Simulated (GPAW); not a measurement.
# Surface energy and work function of K(110) from slabs of 3 to 12 layers (LDA)

How do energy and work function of K(110) films settle with thickness, and what surface energy follows?

**Method.** GPAW 26.7.0, plane waves at 450 eV with PAW setups; symmetric 1×1 slabs cut at the tabulated lattice constant (two decimals; low-temperature values for the alkali metals), atoms at bulk places, 7.5 Å of vacuum on each side, one in-plane mesh for all thicknesses, Fermi-Dirac smearing of 0.1 eV. Energies are extrapolated to zero smearing and count from the program's reference atoms. Functional LDA. The cell's area is 19.341 Å².

Results, with one row withheld:

```
layers  energy (eV)  work function (eV)
     3      −3.7120                2.55
     4      −5.0572                2.53
     5      −6.3964                2.52
     6      −7.7421                2.52
     7      −9.0828                2.52
     8     −10.4258                2.52
     9     −11.7682                2.51
    10     −13.1094                2.52
    11     −14.4509                2.52
    12            ?                   ?
```

Q: What surface energy do these runs give, and what energy and work function should the 12-layer slab have?

Worked answer. A slab of n layers has E(n) = nε + 2Aγ once its middle is bulk-like. A line through n = 6 to 11 has the slope ε = −1.3419 eV a layer and the intercept 2Aγ = 0.3095 eV (r.m.s. residual 0.5 meV). So γ = 0.3095 / (2 × 19.341 Å²) = 0.0080 eV/Å² = 0.13 J/m², with a standard error of under 0.01 J/m² from the scatter about the line. For 12 layers: 0.3095 + 12 × (−1.3419) = −15.793 eV; the run gives −15.793 eV, 0.1 meV under the line. The work function has no such law: from 6 to 11 layers it moves between 2.51 and 2.52 eV (mean 2.52), and the 12-layer slab gives 2.52 eV. The thinnest slab, 3 layers, lies +0.03 eV from that mean.

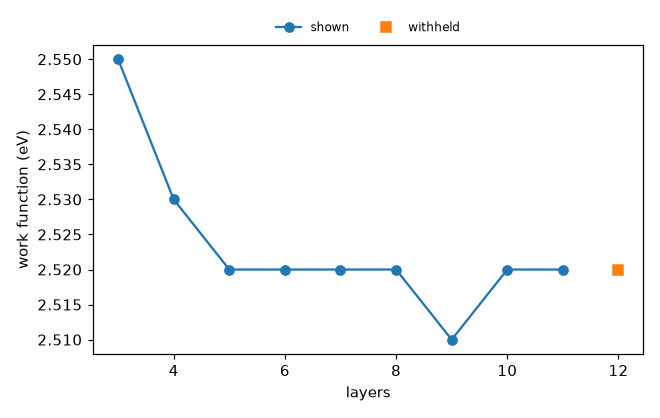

Work function against thickness.

Caveats: The surfaces are unrelaxed, so γ is an upper bound for this functional and lattice constant. The tabulated lattice constant isn't the functional's own, which strains the slab a little.

[Logs are printed without paths, hosts, clocks, repeated set-up lines and the standing remarks that a program may print on its own settings, such as how far it seeks lower states.]
